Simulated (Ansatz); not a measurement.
## Run report: CH₆AlN, molecular dynamics (part 1 of 4)

CH₆AlN, computed with RKS PBE-D4/def2-SVP (Ansatz 0.2.0).

It belongs to a series of runs on one base structure; here: dynamics from the highest image of the converged band. Figures and captions count atoms from 1; the log counts them from 0 in places.

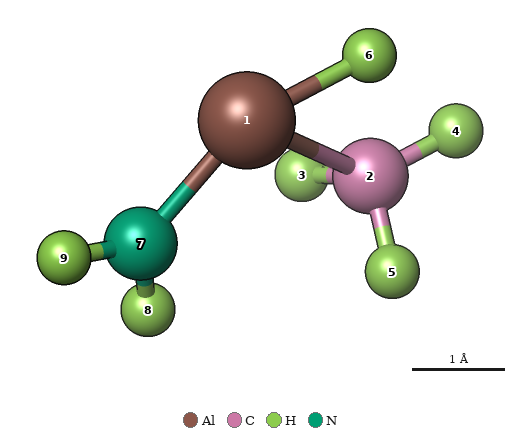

Figure 1. The input geometry (ball-and-stick view, seen at a tilt; atoms are numbered from 1 in the order of the input). Sticks mark near contacts.

Input file:
```yaml
crystal:
  periodic: [false, false, false]
  atoms:
    - { symbol: Al, position_ang: [0.569983, 0.071496, -0.75682] }
    - { symbol: C, position_ang: [0.959343, -0.120982, 1.456539] }
    - { symbol: H, position_ang: [0.347035, -1.025722, 1.666403] }
    - { symbol: H, position_ang: [1.93373, -0.218801, 1.972616] }
    - { symbol: H, position_ang: [0.457134, 0.808034, 1.806185] }
    - { symbol: H, position_ang: [1.966715, -0.069059, -0.016962] }
    - { symbol: "N", position_ang: [-1.204635, 0.164671, -0.584061] }
    - { symbol: H, position_ang: [-1.708902, 0.126909, 0.306951] }
    - { symbol: H, position_ang: [-1.855701, 0.263456, -1.364851] }
basis:
  gaussian: { orbitals: def2-SVP }
hamiltonian:
  xc: pbe
  dispersion: d4
md:
  timestep: 0.5
  n_steps: 200
  ensemble: nve
  temperature: 300.0
  initial_velocities: maxwell_boltzmann
  seed: 8462
```

Run as:
```bash
ansatz run input.yaml --threads 1 --pin off --max-ram 2048MiB --backend cpu --events-out ev --progress --plain --runs-dir out
```

The program's output:
```
Engine: ansatz 0.2.0, x86_64-unknown-linux-gnu
Functional definition: PBE
  parameter kappa = 0.804
  parameter beta = 0.06672455060314922
  exchange = pbe_x(kappa = kappa, mu = beta*pi^2/3)
  correlation = pbe_c(beta = beta)
871 factors; their error is unknown
mean field evaluation 1: about -9188.7136 eV, gradient 8.7e1 eV
mean field evaluation 2: about -9113.2010 eV, gradient 1.6e2 eV
mean field evaluation 4: about -9203.6942 eV, gradient 3.7e1 eV
mean field evaluation 8: about -9208.3227 eV, gradient 1.1e-1 eV
mean field evaluation 16: about -9208.2840 eV, gradient 9.4e-4 eV
mean field -9208.28402288 eV, -338.3981962418 hartree, gradient 7.7e-5 eV, S^2 0.000000; 0 other end points of the search recorded, 0 dependent functions left out
the calculation of the forces begins
reference -9208.28405875 eV, -338.3981975599 hartree; 16, 16 occupied and 60, 60 virtual orbitals, 871 factors
md step     0: t =     0.00 fs  T =   300.0 K  F+E_penalty+E_count = -9208.41402714 eV  E_kin = 0.271446 eV  conserved = -9208.14258114 eV  (28 SCF iters)
these checks for a lower state are left out or cut short: starts, cluster_reference, orbital_swaps, neighbouring_geometries, increment
871 factors; their error is unknown
mean field -9208.27677734 eV, -338.3979299731 hartree, gradient 2.4e-5 eV, S^2 0.000000; 0 other end points of the search recorded, 0 dependent functions left out
the calculation of the forces begins
reference -9208.27681327 eV, -338.3979312935 hartree; 16, 16 occupied and 60, 60 virtual orbitals, 871 factors
md step     1: t =     0.50 fs  T =   292.2 K  F+E_penalty+E_count = -9208.40686652 eV  E_kin = 0.264408 eV  conserved = -9208.14245877 eV  (31 SCF iters, 3 dispersion substeps)
[... from here on the SCF iterations and repeated set-up lines of each step are left out, up to the last step ...]
md step     2: t =     1.00 fs  T =   271.0 K  F+E_penalty+E_count = -9208.38735496 eV  E_kin = 0.245237 eV  conserved = -9208.14211757 eV  (30 SCF iters, 3 dispersion substeps)
md step     3: t =     1.50 fs  T =   242.2 K  F+E_penalty+E_count = -9208.36080964 eV  E_kin = 0.219123 eV  conserved = -9208.14168657 eV  (30 SCF iters, 3 dispersion substeps)
md step     4: t =     2.00 fs  T =   212.8 K  F+E_penalty+E_count = -9208.33391862 eV  E_kin = 0.192579 eV  conserved = -9208.14133975 eV  (29 SCF iters, 3 dispersion substeps)
md step     5: t =     2.50 fs  T =   188.9 K  F+E_penalty+E_count = -9208.31208156 eV  E_kin = 0.170877 eV  conserved = -9208.14120459 eV  (29 SCF iters, 3 dispersion substeps)
md step     6: t =     3.00 fs  T =   172.6 K  F+E_penalty+E_count = -9208.29746281 eV  E_kin = 0.156171 eV  conserved = -9208.14129204 eV  (30 SCF iters, 3 dispersion substeps)
md step     7: t =     3.50 fs  T =   162.8 K  F+E_penalty+E_count = -9208.28879771 eV  E_kin = 0.147296 eV  conserved = -9208.14150158 eV  (30 SCF iters, 3 dispersion substeps)
md step     8: t =     4.00 fs  T =   156.0 K  F+E_penalty+E_count = -9208.28287732 eV  E_kin = 0.141181 eV  conserved = -9208.14169662 eV  (30 SCF iters, 3 dispersion substeps)
md step     9: t =     4.50 fs  T =   149.0 K  F+E_penalty+E_count = -9208.27663093 eV  E_kin = 0.134849 eV  conserved = -9208.14178175 eV  (29 SCF iters, 3 dispersion substeps)
md step    10: t =     5.00 fs  T =   140.2 K  F+E_penalty+E_count = -9208.26863498 eV  E_kin = 0.126900 eV  conserved = -9208.14173480 eV  (29 SCF iters, 3 dispersion substeps)
md step    11: t =     5.50 fs  T =   130.3 K  F+E_penalty+E_count = -9208.25952156 eV  E_kin = 0.117929 eV  conserved = -9208.14159217 eV  (30 SCF iters, 3 dispersion substeps)
md step    12: t =     6.00 fs  T =   121.6 K  F+E_penalty+E_count = -9208.25146233 eV  E_kin = 0.110046 eV  conserved = -9208.14141624 eV  (31 SCF iters, 3 dispersion substeps)
md step    13: t =     6.50 fs  T =   117.1 K  F+E_penalty+E_count = -9208.24720094 eV  E_kin = 0.105931 eV  conserved = -9208.14127043 eV  (31 SCF iters, 3 dispersion substeps)
md step    14: t =     7.00 fs  T =   119.2 K  F+E_penalty+E_count = -9208.24903277 eV  E_kin = 0.107826 eV  conserved = -9208.14120695 eV  (31 SCF iters, 3 dispersion substeps)
md step    15: t =     7.50 fs  T =   129.0 K  F+E_penalty+E_count = -9208.25795286 eV  E_kin = 0.116692 eV  conserved = -9208.14126056 eV  (31 SCF iters, 3 dispersion substeps)
md step    16: t =     8.00 fs  T =   145.5 K  F+E_penalty+E_count = -9208.27310423 eV  E_kin = 0.131666 eV  conserved = -9208.14143813 eV  (31 SCF iters, 3 dispersion substeps)
md step    17: t =     8.50 fs  T =   165.8 K  F+E_penalty+E_count = -9208.29168972 eV  E_kin = 0.149983 eV  conserved = -9208.14170642 eV  (31 SCF iters, 3 dispersion substeps)
md step    18: t =     9.00 fs  T =   185.2 K  F+E_penalty+E_count = -9208.30952477 eV  E_kin = 0.167537 eV  conserved = -9208.14198797 eV  (29 SCF iters, 3 dispersion substeps)
md step    19: t =     9.50 fs  T =   199.0 K  F+E_penalty+E_count = -9208.32226230 eV  E_kin = 0.180082 eV  conserved = -9208.14217995 eV  (31 SCF iters, 3 dispersion substeps)
md step    20: t =    10.00 fs  T =   204.2 K  F+E_penalty+E_count = -9208.32696937 eV  E_kin = 0.184770 eV  conserved = -9208.14219968 eV  (31 SCF iters, 3 dispersion substeps)
md step    21: t =    10.50 fs  T =   200.4 K  F+E_penalty+E_count = -9208.32336152 eV  E_kin = 0.181326 eV  conserved = -9208.14203584 eV  (30 SCF iters, 3 dispersion substeps)
md step    22: t =    11.00 fs  T =   190.3 K  F+E_penalty+E_count = -9208.31394503 eV  E_kin = 0.172179 eV  conserved = -9208.14176650 eV  (31 SCF iters, 3 dispersion substeps)
md step    23: t =    11.50 fs  T =   178.3 K  F+E_penalty+E_count = -9208.30282113 eV  E_kin = 0.161301 eV  conserved = -9208.14152045 eV  (31 SCF iters, 3 dispersion substeps)
md step    24: t =    12.00 fs  T =   168.4 K  F+E_penalty+E_count = -9208.29375235 eV  E_kin = 0.152354 eV  conserved = -9208.14139834 eV  (31 SCF iters, 3 dispersion substeps)
md step    25: t =    12.50 fs  T =   162.7 K  F+E_penalty+E_count = -9208.28864664 eV  E_kin = 0.147232 eV  conserved = -9208.14141454 eV  (31 SCF iters, 3 dispersion substeps)
md step    26: t =    13.00 fs  T =   161.1 K  F+E_penalty+E_count = -9208.28731445 eV  E_kin = 0.145811 eV  conserved = -9208.14150381 eV  (31 SCF iters, 3 dispersion substeps)
md step    27: t =    13.50 fs  T =   162.3 K  F+E_penalty+E_count = -9208.28841904 eV  E_kin = 0.146840 eV  conserved = -9208.14157872 eV  (31 SCF iters, 3 dispersion substeps)
md step    28: t =    14.00 fs  T =   164.9 K  F+E_penalty+E_count = -9208.29079171 eV  E_kin = 0.149206 eV  conserved = -9208.14158546 eV  (29 SCF iters, 3 dispersion substeps)
md step    29: t =    14.50 fs  T =   168.8 K  F+E_penalty+E_count = -9208.29427761 eV  E_kin = 0.152756 eV  conserved = -9208.14152174 eV  (31 SCF iters, 3 dispersion substeps)
md step    30: t =    15.00 fs  T =   175.1 K  F+E_penalty+E_count = -9208.29981277 eV  E_kin = 0.158393 eV  conserved = -9208.14142008 eV  (31 SCF iters, 3 dispersion substeps)
md step    31: t =    15.50 fs  T =   185.3 K  F+E_penalty+E_count = -9208.30895312 eV  E_kin = 0.167633 eV  conserved = -9208.14131971 eV  (31 SCF iters, 3 dispersion substeps)
md step    32: t =    16.00 fs  T =   201.2 K  F+E_penalty+E_count = -9208.32326744 eV  E_kin = 0.182019 eV  conserved = -9208.14124824 eV  (31 SCF iters, 3 dispersion substeps)
md step    33: t =    16.50 fs  T =   224.0 K  F+E_penalty+E_count = -9208.34390296 eV  E_kin = 0.202691 eV  conserved = -9208.14121237 eV  (31 SCF iters, 3 dispersion substeps)
md step    34: t =    17.00 fs  T =   254.5 K  F+E_penalty+E_count = -9208.37145836 eV  E_kin = 0.230257 eV  conserved = -9208.14120168 eV  (30 SCF iters, 3 dispersion substeps)
md step    35: t =    17.50 fs  T =   292.8 K  F+E_penalty+E_count = -9208.40614188 eV  E_kin = 0.264949 eV  conserved = -9208.14119290 eV  (31 SCF iters, 3 dispersion substeps)
md step    36: t =    18.00 fs  T =   339.3 K  F+E_penalty+E_count = -9208.44814660 eV  E_kin = 0.306991 eV  conserved = -9208.14115557 eV  (30 SCF iters, 3 dispersion substeps)
md step    37: t =    18.50 fs  T =   394.7 K  F+E_penalty+E_count = -9208.49816759 eV  E_kin = 0.357113 eV  conserved = -9208.14105450 eV  (29 SCF iters, 3 dispersion substeps)
md step    38: t =    19.00 fs  T =   461.0 K  F+E_penalty+E_count = -9208.55798908 eV  E_kin = 0.417130 eV  conserved = -9208.14085948 eV  (30 SCF iters, 3 dispersion substeps)
md step    39: t =    19.50 fs  T =   542.0 K  F+E_penalty+E_count = -9208.63096386 eV  E_kin = 0.490397 eV  conserved = -9208.14056715 eV  (29 SCF iters, 3 dispersion substeps)
md step    40: t =    20.00 fs  T =   643.0 K  F+E_penalty+E_count = -9208.72201698 eV  E_kin = 0.581783 eV  conserved = -9208.14023350 eV  (29 SCF iters, 3 dispersion substeps)
md step    41: t =    20.50 fs  T =   770.0 K  F+E_penalty+E_count = -9208.83673107 eV  E_kin = 0.696724 eV  conserved = -9208.14000745 eV  (29 SCF iters, 3 dispersion substeps)
md step    42: t =    21.00 fs  T =   927.3 K  F+E_penalty+E_count = -9208.97918002 eV  E_kin = 0.839026 eV  conserved = -9208.14015401 eV  (29 SCF iters, 3 dispersion substeps)
md step    43: t =    21.50 fs  T =  1113.1 K  F+E_penalty+E_count = -9209.14821709 eV  E_kin = 1.007139 eV  conserved = -9208.14107846 eV  (29 SCF iters, 3 dispersion substeps)
md step    44: t =    22.00 fs  T =  1313.6 K  F+E_penalty+E_count = -9209.33190219 eV  E_kin = 1.188567 eV  conserved = -9208.14333534 eV  (29 SCF iters, 3 dispersion substeps)
md step    45: t =    22.50 fs  T =  1495.0 K  F+E_penalty+E_count = -9209.50020255 eV  E_kin = 1.352697 eV  conserved = -9208.14750574 eV  (28 SCF iters, 3 dispersion substeps)
md step    46: t =    23.00 fs  T =  1596.9 K  F+E_penalty+E_count = -9209.59847455 eV  E_kin = 1.444896 eV  conserved = -9208.15357842 eV  (29 SCF iters, 3 dispersion substeps)
md step    47: t =    23.50 fs  T =  1539.1 K  F+E_penalty+E_count = -9209.55190064 eV  E_kin = 1.392599 eV  conserved = -9208.15930199 eV  (29 SCF iters, 3 dispersion substeps)
md step    48: t =    24.00 fs  T =  1267.1 K  F+E_penalty+E_count = -9209.30478727 eV  E_kin = 1.146539 eV  conserved = -9208.15824832 eV  (27 SCF iters, 3 dispersion substeps)
md step    49: t =    24.50 fs  T =   850.7 K  F+E_penalty+E_count = -9208.91377716 eV  E_kin = 0.769750 eV  conserved = -9208.14402766 eV  (27 SCF iters, 3 dispersion substeps)
md step    50: t =    25.00 fs  T =   541.6 K  F+E_penalty+E_count = -9208.61650175 eV  E_kin = 0.490089 eV  conserved = -9208.12641245 eV  (28 SCF iters, 3 dispersion substeps)
md step    51: t =    25.50 fs  T =   598.4 K  F+E_penalty+E_count = -9208.66996834 eV  E_kin = 0.541444 eV  conserved = -9208.12852444 eV  (28 SCF iters, 3 dispersion substeps)
md step    52: t =    26.00 fs  T =   992.2 K  F+E_penalty+E_count = -9209.04475844 eV  E_kin = 0.897758 eV  conserved = -9208.14700035 eV  (29 SCF iters, 3 dispersion substeps)
md step    53: t =    26.50 fs  T =  1446.3 K  F+E_penalty+E_count = -9209.46742534 eV  E_kin = 1.308686 eV  conserved = -9208.15873983 eV  (29 SCF iters, 3 dispersion substeps)
md step    54: t =    27.00 fs  T =  1739.6 K  F+E_penalty+E_count = -9209.73227163 eV  E_kin = 1.574056 eV  conserved = -9208.15821562 eV  (29 SCF iters, 3 dispersion substeps)
md step    55: t =    27.50 fs  T =  1829.4 K  F+E_penalty+E_count = -9209.80797324 eV  E_kin = 1.655260 eV  conserved = -9208.15271285 eV  (29 SCF iters, 3 dispersion substeps)
md step    56: t =    28.00 fs  T =  1772.4 K  F+E_penalty+E_count = -9209.75136703 eV  E_kin = 1.603734 eV  conserved = -9208.14763269 eV  (30 SCF iters, 3 dispersion substeps)
md step    57: t =    28.50 fs  T =  1637.9 K  F+E_penalty+E_count = -9209.62637951 eV  E_kin = 1.482040 eV  conserved = -9208.14433978 eV  (30 SCF iters, 3 dispersion substeps)
md step    58: t =    29.00 fs  T =  1475.4 K  F+E_penalty+E_count = -9209.47745143 eV  E_kin = 1.334999 eV  conserved = -9208.14245281 eV  (29 SCF iters, 3 dispersion substeps)
md step    59: t =    29.50 fs  T =  1315.0 K  F+E_penalty+E_count = -9209.33119161 eV  E_kin = 1.189840 eV  conserved = -9208.14135208 eV  (30 SCF iters, 3 dispersion substeps)
md step    60: t =    30.00 fs  T =  1175.0 K  F+E_penalty+E_count = -9209.20381566 eV  E_kin = 1.063149 eV  conserved = -9208.14066619 eV  (30 SCF iters, 3 dispersion substeps)
md step    61: t =    30.50 fs  T =  1067.1 K  F+E_penalty+E_count = -9209.10584696 eV  E_kin = 0.965560 eV  conserved = -9208.14028724 eV  (29 SCF iters, 3 dispersion substeps)
md step    62: t =    31.00 fs  T =   997.6 K  F+E_penalty+E_count = -9209.04284355 eV  E_kin = 0.902640 eV  conserved = -9208.14020327 eV  (30 SCF iters, 3 dispersion substeps)
md step    63: t =    31.50 fs  T =   967.1 K  F+E_penalty+E_count = -9209.01542364 eV  E_kin = 0.875051 eV  conserved = -9208.14037287 eV  (30 SCF iters, 3 dispersion substeps)
md step    64: t =    32.00 fs  T =   972.6 K  F+E_penalty+E_count = -9209.02069265 eV  E_kin = 0.879995 eV  conserved = -9208.14069809 eV  (30 SCF iters, 3 dispersion substeps)
md step    65: t =    32.50 fs  T =  1008.8 K  F+E_penalty+E_count = -9209.05378550 eV  E_kin = 0.912762 eV  conserved = -9208.14102304 eV  (29 SCF iters, 3 dispersion substeps)
md step    66: t =    33.00 fs  T =  1070.6 K  F+E_penalty+E_count = -9209.10991357 eV  E_kin = 0.968703 eV  conserved = -9208.14121088 eV  (29 SCF iters, 3 dispersion substeps)
md step    67: t =    33.50 fs  T =  1155.1 K  F+E_penalty+E_count = -9209.18634953 eV  E_kin = 1.045131 eV  conserved = -9208.14121867 eV  (29 SCF iters, 3 dispersion substeps)
md step    68: t =    34.00 fs  T =  1262.2 K  F+E_penalty+E_count = -9209.28320747 eV  E_kin = 1.142092 eV  conserved = -9208.14111544 eV  (29 SCF iters, 3 dispersion substeps)
md step    69: t =    34.50 fs  T =  1394.5 K  F+E_penalty+E_count = -9209.40284121 eV  E_kin = 1.261746 eV  conserved = -9208.14109523 eV  (29 SCF iters, 3 dispersion substeps)
md step    70: t =    35.00 fs  T =  1552.9 K  F+E_penalty+E_count = -9209.54665921 eV  E_kin = 1.405127 eV  conserved = -9208.14153255 eV  (29 SCF iters, 3 dispersion substeps)
md step    71: t =    35.50 fs  T =  1730.5 K  F+E_penalty+E_count = -9209.70870422 eV  E_kin = 1.565774 eV  conserved = -9208.14293054 eV  (30 SCF iters, 3 dispersion substeps)
md step    72: t =    36.00 fs  T =  1904.7 K  F+E_penalty+E_count = -9209.86929442 eV  E_kin = 1.723381 eV  conserved = -9208.14591308 eV  (29 SCF iters, 3 dispersion substeps)
md step    73: t =    36.50 fs  T =  2030.2 K  F+E_penalty+E_count = -9209.98789165 eV  E_kin = 1.836963 eV  conserved = -9208.15092854 eV  (29 SCF iters, 3 dispersion substeps)
md step    74: t =    37.00 fs  T =  2036.7 K  F+E_penalty+E_count = -9209.99988830 eV  E_kin = 1.842875 eV  conserved = -9208.15701364 eV  (28 SCF iters, 3 dispersion substeps)
md step    75: t =    37.50 fs  T =  1853.8 K  F+E_penalty+E_count = -9209.83686419 eV  E_kin = 1.677378 eV  conserved = -9208.15948643 eV  (28 SCF iters, 3 dispersion substeps)
md step    76: t =    38.00 fs  T =  1490.3 K  F+E_penalty+E_count = -9209.49902656 eV  E_kin = 1.348492 eV  conserved = -9208.15053453 eV  (27 SCF iters, 3 dispersion substeps)
md step    77: t =    38.50 fs  T =  1129.5 K  F+E_penalty+E_count = -9209.15388132 eV  E_kin = 1.021986 eV  conserved = -9208.13189488 eV  (27 SCF iters, 3 dispersion substeps)
md step    78: t =    39.00 fs  T =  1055.6 K  F+E_penalty+E_count = -9209.08073188 eV  E_kin = 0.955124 eV  conserved = -9208.12560801 eV  (27 SCF iters, 3 dispersion substeps)
md step    79: t =    39.50 fs  T =  1354.3 K  F+E_penalty+E_count = -9209.36702731 eV  E_kin = 1.225419 eV  conserved = -9208.14160860 eV  (27 SCF iters, 3 dispersion substeps)
md step    80: t =    40.00 fs  T =  1797.1 K  F+E_penalty+E_count = -9209.78409174 eV  E_kin = 1.626061 eV  conserved = -9208.15803119 eV  (28 SCF iters, 3 dispersion substeps)
md step    81: t =    40.50 fs  T =  2111.2 K  F+E_penalty+E_count = -9210.07110945 eV  E_kin = 1.910295 eV  conserved = -9208.16081483 eV  (27 SCF iters, 3 dispersion substeps)
md step    82: t =    41.00 fs  T =  2203.6 K  F+E_penalty+E_count = -9210.14915988 eV  E_kin = 1.993903 eV  conserved = -9208.15525686 eV  (27 SCF iters, 3 dispersion substeps)
md step    83: t =    41.50 fs  T =  2125.7 K  F+E_penalty+E_count = -9210.07223403 eV  E_kin = 1.923345 eV  conserved = -9208.14888948 eV  (27 SCF iters, 3 dispersion substeps)
md step    84: t =    42.00 fs  T =  1963.2 K  F+E_penalty+E_count = -9209.92108393 eV  E_kin = 1.776383 eV  conserved = -9208.14470122 eV  (29 SCF iters, 3 dispersion substeps)
md step    85: t =    42.50 fs  T =  1779.9 K  F+E_penalty+E_count = -9209.75316334 eV  E_kin = 1.610452 eV  conserved = -9208.14271128 eV  (29 SCF iters, 3 dispersion substeps)
md step    86: t =    43.00 fs  T =  1608.5 K  F+E_penalty+E_count = -9209.59744140 eV  E_kin = 1.455396 eV  conserved = -9208.14204587 eV  (28 SCF iters, 3 dispersion substeps)
md step    87: t =    43.50 fs  T =  1459.8 K  F+E_penalty+E_count = -9209.46265311 eV  E_kin = 1.320867 eV  conserved = -9208.14178659 eV  (29 SCF iters, 3 dispersion substeps)
md step    88: t =    44.00 fs  T =  1335.1 K  F+E_penalty+E_count = -9209.34944277 eV  E_kin = 1.208049 eV  conserved = -9208.14139367 eV  (28 SCF iters, 3 dispersion substeps)
md step    89: t =    44.50 fs  T =  1239.6 K  F+E_penalty+E_count = -9209.26240579 eV  E_kin = 1.121570 eV  conserved = -9208.14083543 eV  (29 SCF iters, 3 dispersion substeps)
md step    90: t =    45.00 fs  T =  1182.9 K  F+E_penalty+E_count = -9209.21053963 eV  E_kin = 1.070286 eV  conserved = -9208.14025343 eV  (29 SCF iters, 3 dispersion substeps)
md step    91: t =    45.50 fs  T =  1175.2 K  F+E_penalty+E_count = -9209.20315057 eV  E_kin = 1.063357 eV  conserved = -9208.13979309 eV  (29 SCF iters, 3 dispersion substeps)
md step    92: t =    46.00 fs  T =  1224.2 K  F+E_penalty+E_count = -9209.24725643 eV  E_kin = 1.107672 eV  conserved = -9208.13958398 eV  (29 SCF iters, 3 dispersion substeps)
md step    93: t =    46.50 fs  T =  1332.7 K  F+E_penalty+E_count = -9209.34554168 eV  E_kin = 1.205816 eV  conserved = -9208.13972597 eV  (30 SCF iters, 3 dispersion substeps)
md step    94: t =    47.00 fs  T =  1497.7 K  F+E_penalty+E_count = -9209.49538934 eV  E_kin = 1.355108 eV  conserved = -9208.14028113 eV  (30 SCF iters, 3 dispersion substeps)
md step    95: t =    47.50 fs  T =  1710.8 K  F+E_penalty+E_count = -9209.68932416 eV  E_kin = 1.547923 eV  conserved = -9208.14140120 eV  (29 SCF iters, 3 dispersion substeps)
md step    96: t =    48.00 fs  T =  1954.7 K  F+E_penalty+E_count = -9209.91208160 eV  E_kin = 1.768686 eV  conserved = -9208.14339526 eV  (29 SCF iters, 3 dispersion substeps)
md step    97: t =    48.50 fs  T =  2196.8 K  F+E_penalty+E_count = -9210.13445755 eV  E_kin = 1.987703 eV  conserved = -9208.14675439 eV  (30 SCF iters, 3 dispersion substeps)
md step    98: t =    49.00 fs  T =  2382.4 K  F+E_penalty+E_count = -9210.30744568 eV  E_kin = 2.155644 eV  conserved = -9208.15180143 eV  (27 SCF iters, 3 dispersion substeps)
md step    99: t =    49.50 fs  T =  2436.1 K  F+E_penalty+E_count = -9210.36217049 eV  E_kin = 2.204264 eV  conserved = -9208.15790602 eV  (27 SCF iters, 3 dispersion substeps)
md step   100: t =    50.00 fs  T =  2280.6 K  F+E_penalty+E_count = -9210.22488870 eV  E_kin = 2.063491 eV  conserved = -9208.16139755 eV  (27 SCF iters, 3 dispersion substeps)
md step   101: t =    50.50 fs  T =  1902.0 K  F+E_penalty+E_count = -9209.87585682 eV  E_kin = 1.720961 eV  conserved = -9208.15489597 eV  (27 SCF iters, 3 dispersion substeps)
```
